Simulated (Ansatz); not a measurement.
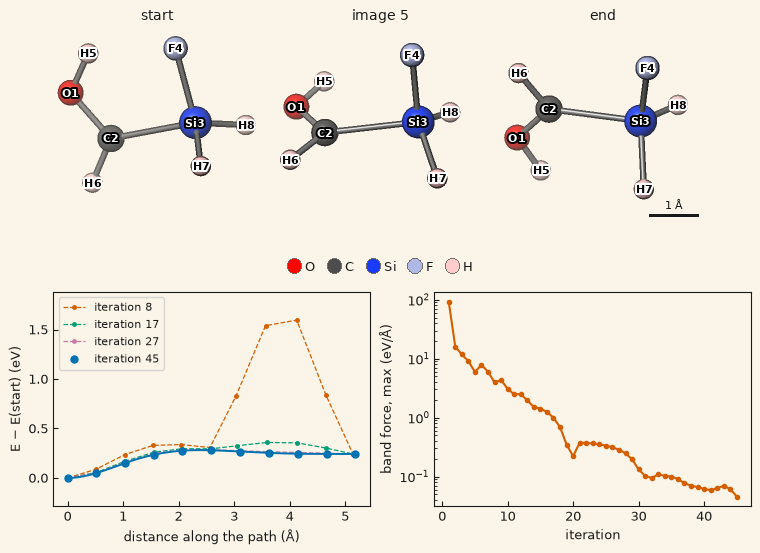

NEB run on CH$_{4}$FOSi (charge +1). Images are numbered from 0 (start) to 10 (end). The plot follows the band through its iterations. A ball-and-stick model, seen at a tilt.

Method: RKS PBE0/def2-SVP (Ansatz). Set-up: 9 movable images; climbing image; force threshold 0.05 eV/Å; iteration limit 60; optimiser FIRE; starting path through a guess of the saddle point.

Did the band converge, and can the barrier be trusted?

Answer. The run is converged, with reservations. The band converged in 45 iterations. The largest component of the band force went from 94 to 0.046 eV/Å. The climbing image converged on the top of the path. Its curvatures weren't checked. The first iteration put the highest image at 29.147 eV. Forward barrier 0.280 eV, backward barrier 0.038 eV, with image 5 at the top; the reaction energy is +0.242 eV.
